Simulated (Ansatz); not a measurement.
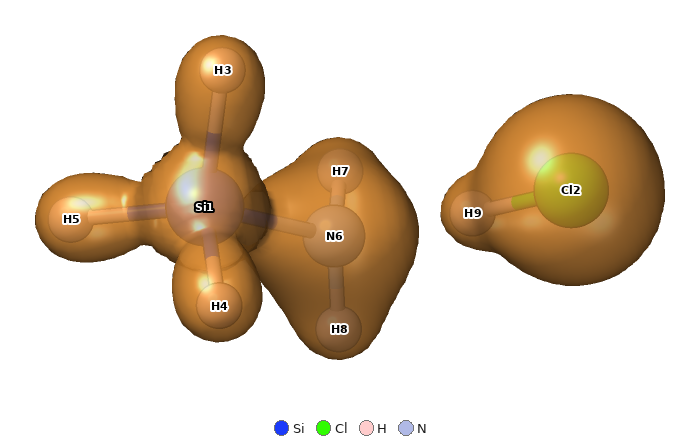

The picture shows: H5NSi···HCl. Isosurface of the electron density at 0.6 e/Å³ (orange), seen from one side.

Method: RKS PBE/def2-SVP in Ansatz 0.2.0.

```xyz
9

Si   -0.4886   -0.0700   -0.4505
Cl   -0.1589    0.6389    3.2851
H     0.5828   -1.0306   -0.0308
H     0.0037    1.3456   -0.4691
H    -0.9692   -0.4417   -1.8317
N    -1.7652   -0.1524    0.7936
H    -2.1608   -1.0856    0.9627
H    -2.5428    0.5089    0.6757
H    -0.9515    0.2869    2.2400
```

> How is the density connected at this value?

At this value the surface falls into two separate pieces. It bridges the sampled Si–N (1.78 Å), N–H (1.03 Å) and Cl–H (1.36 Å) contacts, where the density stays above the isovalue. It is pinched off along the sampled N···H (1.72 Å) contacts. On the grid the lowest density along these lines, outside the cores, is 0.38 e/Å³ (N···H, 1.72 Å), 0.79 e/Å³ (Si–N, 1.78 Å), 2.1 e/Å³ (N–H, 1.03 Å) and 1.4 e/Å³ (Cl–H, 1.36 Å).
